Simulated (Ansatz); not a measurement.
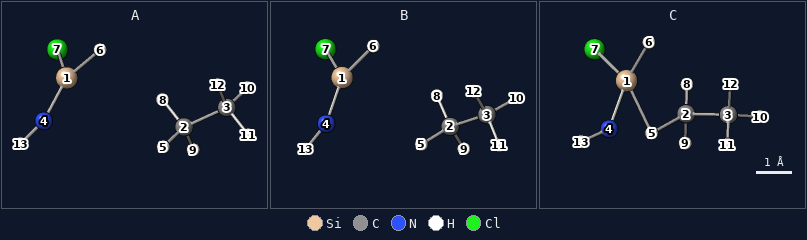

3 geometries from a converged minimum-energy path of C₂H₈ClNSi, shuffled. Style: ball-and-stick. Shown from a free direction.

These are results of Ansatz 0.2.0, RHF/def2-SVP, not measurements. Set-up: 5 movable images; climbing image; force threshold 0.03 eV/Å; iteration limit 60; starting path through a guess of the saddle point.

Which of them lies highest in energy?

C. In order along the path, whose images run from 0 to 6: C (image 3, +431.2 kJ/mol), B (image 5, +242.2 kJ/mol), A (image 6, +241.1 kJ/mol). Breaking: N4–H5 (1.00 → 1.46 at the top → 3.80 Å), Si1–C2 (1.87 → 2.14 at the top → 3.96 Å). Forming: C2–H5 (3.19 → 1.32 at the top → 1.09 Å).
